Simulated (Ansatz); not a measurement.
**GaBH3ClO (SMILES O[B](Cl)[GaH2]) at wB97M-V/6-31G(d) (spherical functions)**

What is the energy change on altering one bond length of GaBH3ClO at wB97M-V/6-31G* (spherical functions)? 

The calculation is run with Ansatz 0.2.0.

127 further runs of the same task are left out: 127 set aside as unsound or not needed.

### 1 The system as given

GaBH3ClO: 7 atoms, total charge 0, spin state singlet. As SMILES, `O[B](Cl)[GaH2]`. The coordinates come from a PBE0-D4/def2-TZVP relaxation. This is one conformer, not always the lowest.

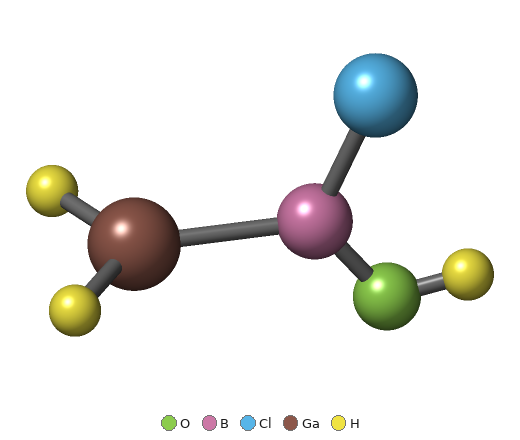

Viewed from a chosen angle; oxygen green, boron pink, chlorine blue, gallium brown, hydrogen yellow.

### 2 The energy at wB97M-V/6-31G(d) (spherical functions)

input.yaml reads:

```yaml
crystal:
  periodic: [false, false, false]
  atoms:
    - {symbol: O, position_ang: [-0.845500, -1.229100, 0.927100]}
    - {symbol: B, position_ang: [-0.031900, -0.664900, 0.017900]}
    - {symbol: Cl, position_ang: [0.899000, -1.736200, -1.070500]}
    - {symbol: Ga, position_ang: [0.202400, 1.406200, -0.190800]}
    - {symbol: H, position_ang: [-0.850900, -2.194300, 0.905900]}
    - {symbol: H, position_ang: [-0.691300, 2.232500, -1.186100]}
    - {symbol: H, position_ang: [1.318000, 2.185900, 0.596500]}
basis:
  gaussian: {orbitals: 6-31G_st_-spherical.json}
hamiltonian: {xc: {name: wB97M-V}}
accuracy: high
output: {orbitals: {seedname: orbitals}}
```

The basis set 6-31G* is read from a file made from the Basis Set Exchange's data (not shown).

Run with:

```console
ansatz run input.yaml --threads 1 --pin off --max-ram 3480MiB --events-out events.jsonl --progress --plain --runs-dir runs
```

Output:

```text
Warning: RAYON_NUM_THREADS=1 ignored (pool sized by the plan → 1); use --threads N
Functional definition: wB97M-V
  name "wB97M-V"
  parameter omega = 0.3/bohr
  parameter cx = 0.15
  parameter cx01 = 1.007
  parameter cx10 = 0.259
  parameter css00 = 0.443
  parameter css04 = -1.437
  parameter css10 = -4.535
  parameter css20 = -3.390
  parameter css43 = 4.278
  parameter cos00 = 1.000
  parameter cos10 = 1.358
  parameter cos20 = 2.924
  parameter cos21 = -8.812
  parameter cos60 = -1.390
  parameter cos61 = 9.142
  parameter b = 6.0
  parameter c = 0.01
  gx(w, u) = 1 - cx + cx01*u + cx10*w
  gss(w, u) = css00 + css04*u^4 + css10*w + css20*w^2 + css43*w^4*u^3
  gos(w, u) = cos00 + cos10*w + (cos20 + cos21*u)*w^2 + (cos60 + cos61*u)*w^6
  exchange = spin_sum(e_x_unif_sr(omega)*gx(b97_w, b97_u_x)) + cx*exact_x_sr(omega) + exact_x_lr(omega)
  correlation = spin_sum(e_c_pw_mod_same_spin*gss(b97_w, b97_u_same))
      + integral(e_c_pw_mod_opposite_spin*gos(b97_w_opposite, b97_u_opposite)) + vv10(b, c)
1791 factors; integrals over basis functions are off by at most 1.5e-8 eV
380 factors; integrals over basis functions are off by at most 2.1e-9 eV
mean field evaluation 1: about -67658.9166 eV, gradient 4.0e1 eV
mean field evaluation 2: about -67658.8021 eV, gradient 4.4e1 eV
mean field evaluation 4: about -67661.8439 eV, gradient 1.1e0 eV
mean field evaluation 8: about -67661.9207 eV, gradient 1.2e-1 eV
mean field evaluation 16: about -67661.9207 eV, gradient 2.3e-4 eV
mean field -67661.92071176 eV, -2486.5297232600 hartree, gradient 4.4e-8 eV, S^2 0.000000; 0 other end points of the search recorded, 0 dependent functions left out
reference -67661.92071767 eV, -2486.5297234772 hartree; 32, 32 occupied and 52, 52 virtual orbitals, 1791 factors
Total energy: -67661.92071767 eV, -2486.5297234772 hartree
```

Wall time 99 s (1 thread of Arm Neoverse V1, shared host); peak memory 0.59 GiB.

### 3 The distorted shape, same level

in.yaml reads:

```yaml
crystal:
  periodic: [false, false, false]
  atoms:
    - {symbol: O, position_ang: [-1.124769, -0.907711, 1.253619]}
    - {symbol: B, position_ang: [-0.311169, -0.343511, 0.344419]}
    - {symbol: Cl, position_ang: [0.899000, -1.736200, -1.070500]}
    - {symbol: Ga, position_ang: [-0.076869, 1.727589, 0.135719]}
    - {symbol: H, position_ang: [-1.130169, -1.872911, 1.232419]}
    - {symbol: H, position_ang: [-0.970569, 2.553889, -0.859581]}
    - {symbol: H, position_ang: [1.038731, 2.507289, 0.923019]}
basis:
  gaussian: {orbitals: 6-31G_st_-spherical.json}
hamiltonian: {xc: {name: wB97M-V}}
accuracy: high
output: {orbitals: {seedname: orbitals}}
```

The basis set 6-31G* is read from a file made from the Basis Set Exchange's data (not shown).

Run with:

```console
ansatz run in.yaml --threads 1 --pin off --max-ram 3480MiB --events-out events.jsonl --progress --plain --runs-dir runs
```

Output:

```text
Warning: RAYON_NUM_THREADS=1 ignored (pool sized by the plan → 1); use --threads N
[... 19 set-up lines as earlier in the session ...]
  gx(w, u) = 1 - cx + cx01*u + cx10*w
  gss(w, u) = css00 + css04*u^4 + css10*w + css20*w^2 + css43*w^4*u^3
  gos(w, u) = cos00 + cos10*w + (cos20 + cos21*u)*w^2 + (cos60 + cos61*u)*w^6
[... 2 set-up lines as earlier in the session ...]
      + integral(e_c_pw_mod_opposite_spin*gos(b97_w_opposite, b97_u_opposite)) + vv10(b, c)
1787 factors; integrals over basis functions are off by at most 2.2e-8 eV
391 factors; integrals over basis functions are off by at most 2.1e-9 eV
mean field evaluation 1: about -67657.0181 eV, gradient 4.1e1 eV
mean field evaluation 2: about -67657.1506 eV, gradient 4.5e1 eV
mean field evaluation 4: about -67660.6231 eV, gradient 1.7e0 eV
mean field evaluation 8: about -67660.6933 eV, gradient 2.4e-1 eV
mean field evaluation 16: about -67660.6935 eV, gradient 9.1e-5 eV
mean field -67660.69348346 eV, -2486.4846234519 hartree, gradient 1.9e-8 eV, S^2 0.000000; 0 other end points of the search recorded, 0 dependent functions left out
reference -67660.69348952 eV, -2486.4846236746 hartree; 32, 32 occupied and 52, 52 virtual orbitals, 1787 factors
Total energy: -67660.69348952 eV, -2486.4846236746 hartree
```

Run time: 98 s. Hardware: 1 thread of Arm Neoverse V1, shared host; peak memory 0.59 GiB.

### 4 Outcome

Level: wB97M-V/6-31G* (spherical functions).

| quantity | value |
| --- | --- |
| first shape: total energy | -2486.52972 Eh |
| first shape: HOMO energy | -9.69 eV |
| first shape: LUMO energy | -0.04 eV |
| first shape: HOMO–LUMO gap | 9.66 eV |
| distorted shape: total energy | -2486.48462 Eh |
| distorted shape: HOMO energy | -10.02 eV |
| distorted shape: LUMO energy | -0.64 eV |
| distorted shape: HOMO–LUMO gap | 9.38 eV |
| energy change with the B2–Cl3 bond stretched from 1.789 to 2.325 Å | 1.227 eV |

In words: With the B2–Cl3 bond stretched from 1.789 to 2.325 Å the energy rises by 1.23 eV (28 kcal/mol). The first shape isn't relaxed at this level, so the change isn't measured from a minimum.
